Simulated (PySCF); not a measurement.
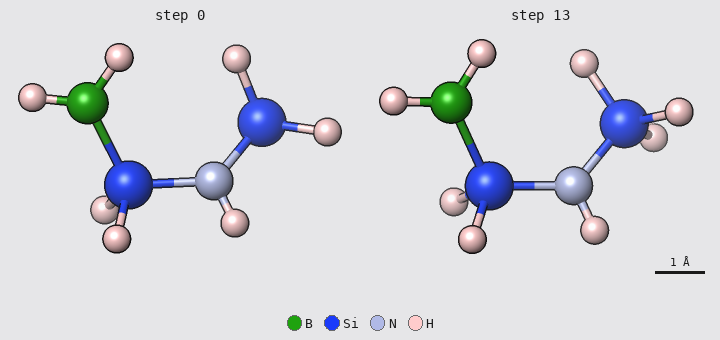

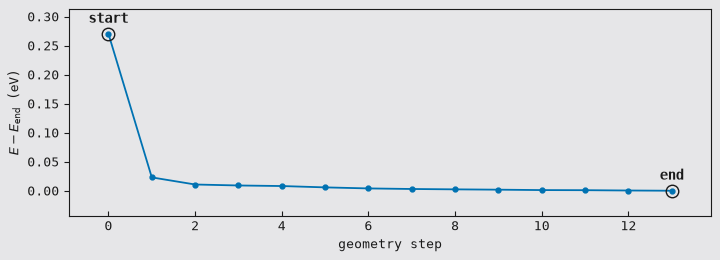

First and last geometry of a relaxation of BSi$_{2}$NH$_{8}$, with the history of the run. A ball-and-stick model, seen at a tilt.

The start comes from GFN2-xTB. Its atoms were then displaced at random by about 0.01 Å.

These are results of PBE0-D3(BJ)/def2-SVP geometry optimisation, gas phase in PySCF, not measurements. 

Q: What do the curves and the structures tell?

A: It converged. An H atom moves most after the best rigid fit: 0.59 Å. Largest moves by element: H 0.59 Å, N 0.19 Å, B 0.15 Å, Si 0.06 Å. Near-neighbour distances that change, for instance: B–H 1.139 → 1.210 Å, B–Si 1.957 → 2.009 Å, H–Si 1.443 → 1.493 Å, H–N 0.974 → 1.017 Å. Bond angles that change, for instance: B–Si–H 113.0° → 106.7°, N–Si–H 106.4° → 111.9°, B–Si–H 113.8° → 108.7°. Groups turn about N–Si by about 30°. The energy falls by 0.270 eV in 13 geometry steps.

```json
{"step": "0", "E − E(0), eV": "0.0000"}
{"step": "1", "E − E(0), eV": "-0.2473"}
{"step": "2", "E − E(0), eV": "-0.2595"}
{"step": "3", "E − E(0), eV": "-0.2612"}
{"step": "4", "E − E(0), eV": "-0.2622"}
{"step": "5", "E − E(0), eV": "-0.2645"}
{"step": "6", "E − E(0), eV": "-0.2663"}
{"step": "7", "E − E(0), eV": "-0.2673"}
{"step": "8", "E − E(0), eV": "-0.2679"}
{"step": "9", "E − E(0), eV": "-0.2684"}
{"step": "10", "E − E(0), eV": "-0.2691"}
{"step": "11", "E − E(0), eV": "-0.2693"}
{"step": "12", "E − E(0), eV": "-0.2699"}
{"step": "13", "E − E(0), eV": "-0.2703"}
```
